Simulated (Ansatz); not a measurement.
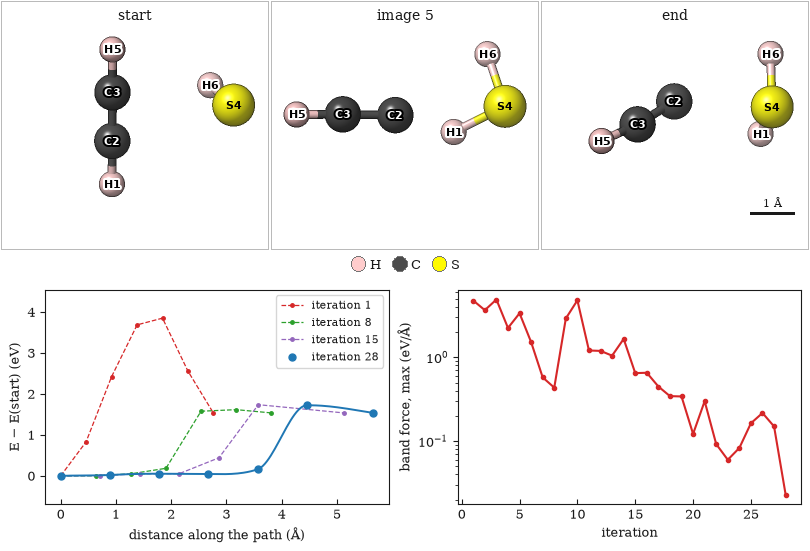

A search for the minimum-energy path of C2H3S (multiplicity 2), made up of C2H2 and HS by the nudged elastic band. Images are numbered from 0 (start) to 6 (end). The plot follows the band through its iterations. The picture is a ball-and-stick view, seen at a tilt.

Theory: UKS PBE0-D4/def2-SVP in Ansatz 0.2.0. Run with 5 movable images; climbing image.

Q: How did the profile develop, and is the result final?

A: The run is converged, with reservations. The band converged in 28 iterations. The largest component of the band force went from 4.8 to 0.023 eV/Å. The climbing image converged on the top of the path. Its curvatures weren't checked. The largest force component is 0.76 eV/Å at the start and 0.76 eV/Å at the end; an end with forces this large is no minimum, and the barrier measured from it can be far off. The first iteration put the highest image at 3.85 eV. Forward barrier 1.72 eV, backward barrier 0.19 eV, with image 5 at the top; the reaction energy is +1.54 eV.

Limits of the set-up: the start holds two separate molecules, 2.9 Å apart at their closest, whose relative position is a soft coordinate.

The run took about 9 core-minutes on a shared host.
